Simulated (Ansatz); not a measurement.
**F4HOTa: density, localisation and related maps**

Input file:

```
crystal:
  periodic: [false, false, false]
  atoms:
    - symbol: F
      position_ang: [2.494901, 1.162196, -1.195585]
    - symbol: F
      position_ang: [-0.659930, 2.422304, -1.952652]
    - symbol: F
      position_ang: [0.958867, 0.905138, -3.222646]
    - symbol: F
      position_ang: [0.618301, 2.134087, 0.242186]
    - symbol: O
      position_ang: [-0.124289, -0.407978, -0.896553]
    - symbol: Ta
      position_ang: [0.632422, 1.189968, -1.388685]
    - symbol: H
      position_ang: [-0.518260, -1.239576, -0.631932]
basis:
  gaussian:
    orbitals: def2-TZVPD
magnetization:
  spin_polarized: false
hamiltonian:
  xc: pbe0
output:
  forces: true
  orbitals: {seedname: orbitals}
```

Run with:

```sh
ansatz run input.yaml --threads 2 --pin off --max-ram 5220MiB --events-out events.jsonl --progress --plain --runs-dir runs
```

Geometry: PBE0-D4/def2-SVP; core potentials replace the inner electrons of Ta.

All numbers below come from isolated molecule in a Gaussian basis; Kohn-Sham density functional theory, functional PBE0 in Ansatz.

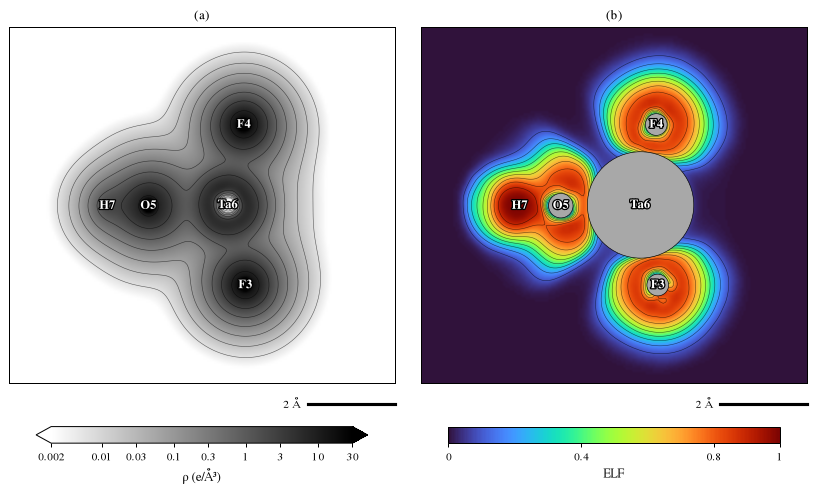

Figure 1. (a) electron density; (b) electron localisation function on the plane of atoms F4, Ta6 and O5. Grey discs cover the atomic cores in the ELF map.

Describe what can be read from this map.

The section cuts through F, O, Ta and H sites. Ta–O (1.84 Å): ρ is about 1.1 e/Å³ halfway; the ELF peaks at about 0.80 in the valence shell of O, 0.5 Å from its nucleus, and drops to about 0.20 between the two atoms. Ta–F (1.88 Å): the density is about 1 e/Å³ at the midpoint; the ELF peaks at about 0.85 in the valence shell of F, 0.5 Å from its nucleus, and drops to about 0.20 between the two atoms. O–H (0.96 Å): the density is about 3.8 e/Å³ at the midpoint; the ELF climbs to about 1 towards the hydrogen, as it does in any bond to H; a covalent bond by its length.

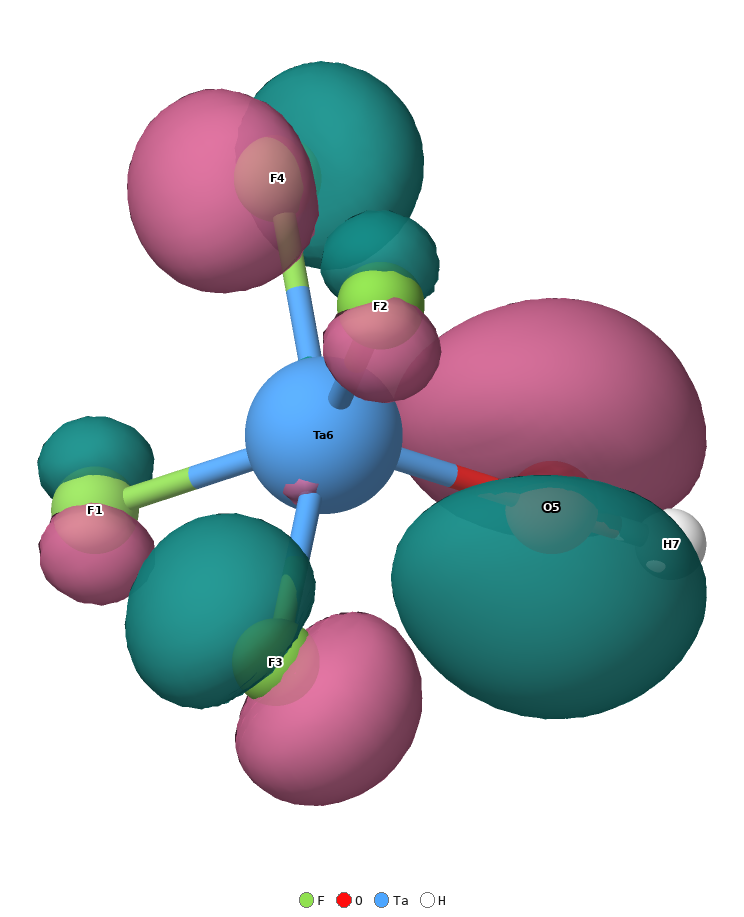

Figure 2. The HOMO−1 at ±0.1 Å⁻³ᐟ² (teal and pink are the two phases), seen at a tilt.

What is the character of this orbital?

Its weight (Hirshfeld) is mainly on O5 (about 55 %), F3 (about 15 %) and F4 (about 15 %); largely a combination of lone pairs on O5, F3 and F4. Its energy is −11.32 eV.

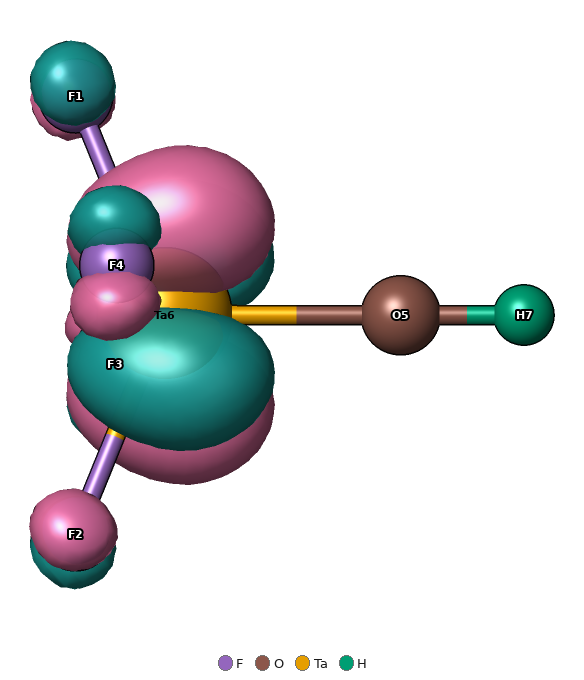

Figure 3. The LUMO at ±0.2 Å⁻³ᐟ² (teal and pink are the two phases), seen from one side.

What is the character of this orbital?

By Hirshfeld shares it lies mainly on Ta6 (about 70 %), F3 (about 5 %), F4 (about 5 %), F1 (about 5 %) and F2 (about 5 %). Its energy is −1.95 eV.
